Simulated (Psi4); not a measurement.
# O2F (SMILES [O]OF): U-wB97X-V/def2-TZVPPD

Aim: the energy change on altering one bond length of O2F at U-wB97X-V/def2-TZVPPD, from 2 runs. 

The calculation is run with Psi4 1.11.

2 further runs of the same task are left out: 2 set aside as unsound or not needed.

## 1. The structure to begin with

O2F: 3 atoms, total charge 0, spin state doublet. As SMILES, `[O]OF`. The shape is that of a PBE0-D4/def2-TZVP optimisation.

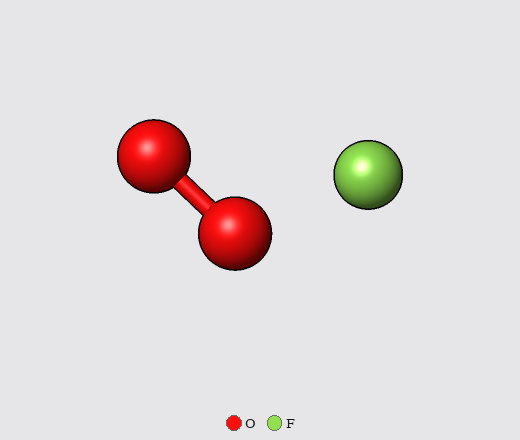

Viewed from a chosen angle; oxygen red, fluorine green.

## 2. The energy at U-wB97X-V/def2-TZVPPD

fo2.inp

```
memory 2200 mb

molecule m {
  0 2
  O      0.933400    -0.295440     0.482240
  O      0.133270     0.497870     0.127930
  F     -1.066650    -0.202430    -0.610160
  units angstrom
  symmetry c1
  no_reorient
  no_com
}

set basis def2-TZVPPD
set reference uks
set puream true
set e_convergence 1e-09
set d_convergence 1e-08
set scf_type pk
set dft_radial_points 99
set dft_spherical_points 590
set maxiter 100

energy("wb97x-v")
```

Launch:

```sh
$ psi4 -n 1 fo2.inp fo2.out
```

fo2.out (excerpt; [...] marks lines left out):

```text
[...]
  Running in c1 symmetry.
[...]
  Nuclear repulsion =   69.596692195353654
[...]
  Multiplicity = 2
[...]
  Nalpha       = 13
  Nbeta        = 12
[...]
    Number of basis functions: 120
[...]
   @UKS iter   1:  -249.98090585573527   -4.91195e-01   4.53796e-03 DIIS/ADIIS
[...]
   @UKS iter  20:  -250.08803786611224   -9.43601e-12   3.89782e-09 DIIS
[...]
   @S^2 Observed:                8.037795510E-01
[...]
    Orbital Energies [Eh]
    ---------------------
    Alpha Occupied:
       1A    -24.770090     2A    -19.487621     3A    -19.401845
       4A     -1.523044     5A     -1.283290     6A     -0.995279
       7A     -0.751522     8A     -0.740120     9A     -0.723520
      10A     -0.532374    11A     -0.517908    12A     -0.482734
      13A     -0.449111
    Alpha Virtual:
      14A     -0.046543    15A      0.084160    16A      0.098323
      17A      0.104090    18A      0.118626    19A      0.156893
      20A      0.160524    21A      0.164874    22A      0.192098
      23A      0.197578    24A      0.230181    25A      0.264517
[...]
  @UKS Final Energy:  -250.08803786611224
   => Energetics <=
    Nuclear Repulsion Energy =             69.5966921953536541
    One-Electron Energy =                -483.4496553227445474
    Two-Electron Energy =                 183.3689206478646554
    DFT Exchange-Correlation Energy =     -19.7087783010030932
    Empirical Dispersion Energy =           0.0000000000000000
    VV10 Nonlocal Energy =                  0.1047829144171102
    Total Energy =                       -250.0880378661122450
[...]
 Multipole Moments:
 ------------------------------------------------------------------------------------
     Multipole            Electronic (a.u.)      Nuclear  (a.u.)        Total (a.u.)
 ------------------------------------------------------------------------------------
 L = 1.  Multiply by 2.5417464519 to convert [e a0] to [Debye]
 Dipole X            :          2.5328124           -2.0153740            0.5174384
 Dipole Y            :          0.6195890           -0.3825373            0.2370518
 Dipole Z            :          1.4640653           -1.1528841            0.3111812
 Magnitude           :                                                    0.6486677
[...]
```

It took 46 s on 1 thread of INTEL XEON PLATINUM 8581C at 2.30GHz (Emerald Rapids), shared host; peak memory 0.94 GiB.

## 3. The distorted shape at the same level

job.in

```
memory 2200 mb

molecule {
  0 2
  O      1.053414    -0.414432     0.535384
  O      0.133270     0.497870     0.127930
  F     -1.066650    -0.202430    -0.610160
  symmetry c1
}

set basis def2-TZVPPD
set reference uks
set puream true
set e_convergence 1e-09
set d_convergence 1e-08
set scf_type pk
set dft_radial_points 99
set dft_spherical_points 590
set maxiter 100

result = energy('wb97x-v')
```

Launch:

```sh
$ psi4 job.in job.out -n 1
```

job.out (excerpt; [...] marks lines left out):

```text
[...]
  Running in c1 symmetry.
[...]
  Nuclear repulsion =   64.902218334386163
[...]
  Multiplicity = 2
[...]
  Nalpha       = 13
  Nbeta        = 12
[...]
    Number of basis functions: 120
[...]
   @UKS iter   1:  -249.94246035785653   -8.39482e-01   4.68834e-03 DIIS/ADIIS
[...]
   @UKS iter  21:  -250.06099025416037   -5.22959e-12   7.93276e-09 DIIS
[...]
   @S^2 Observed:                7.878087620E-01
[...]
    Orbital Energies [Eh]
    ---------------------
    Alpha Occupied:
       1A    -24.808138     2A    -19.477766     3A    -19.399938
       4A     -1.403304     5A     -1.286928     6A     -1.028945
       7A     -0.700131     8A     -0.685717     9A     -0.672064
      10A     -0.555486    11A     -0.538610    12A     -0.500184
      13A     -0.479703
    Alpha Virtual:
      14A     -0.071567    15A      0.071795    16A      0.100573
      17A      0.104490    18A      0.122490    19A      0.130153
      20A      0.157541    21A      0.162606    22A      0.166003
      23A      0.189701    24A      0.197330    25A      0.229420
[...]
  @UKS Final Energy:  -250.06099025416037
   => Energetics <=
    Nuclear Repulsion Energy =             64.9022183343861627
    One-Electron Energy =                -474.3550304730494531
    Two-Electron Energy =                 178.8904336729202669
    DFT Exchange-Correlation Energy =     -19.6035885559513900
    Empirical Dispersion Energy =           0.0000000000000000
    VV10 Nonlocal Energy =                  0.1049767675340010
    Total Energy =                       -250.0609902541603731
[...]
 Multipole Moments:
 ------------------------------------------------------------------------------------
     Multipole            Electronic (a.u.)      Nuclear  (a.u.)        Total (a.u.)
 ------------------------------------------------------------------------------------
 L = 1.  Multiply by 2.5417464519 to convert [e a0] to [Debye]
 Dipole X            :         -0.7772786            1.1363419            0.3590633
 Dipole Y            :          0.0158933            0.1460411            0.1619343
 Dipole Z            :          0.0000000           -0.0000000            0.0000000
 Magnitude           :                                                    0.3938898
[...]
```

It took 47 s on 1 thread of INTEL XEON PLATINUM 8581C at 2.30GHz (Emerald Rapids), shared host; peak memory 0.94 GiB.

## 4. Outcome

Level: U-wB97X-V/def2-TZVPPD.

```
                                                         quantity          value
                                        first shape: total energy  -250.08804 Eh
                                       first shape: dipole moment         1.65 D
                  first shape: HOMO energy (highest over α and β)      -12.22 eV
                   first shape: LUMO energy (lowest over α and β)       -1.67 eV
                                                first shape: ⟨S²⟩          0.804
                                    distorted shape: total energy  -250.06099 Eh
                                   distorted shape: dipole moment         1.00 D
              distorted shape: HOMO energy (highest over α and β)      -13.05 eV
               distorted shape: LUMO energy (lowest over α and β)       -2.59 eV
                                            distorted shape: ⟨S²⟩          0.788
energy change with the O1–O2 bond stretched from 1.181 to 1.358 Å       0.736 eV
```

With the O1–O2 bond stretched from 1.181 to 1.358 Å the energy rises by 0.74 eV (71.0 kJ/mol). The first shape isn't relaxed at this level, so the change isn't measured from a minimum.
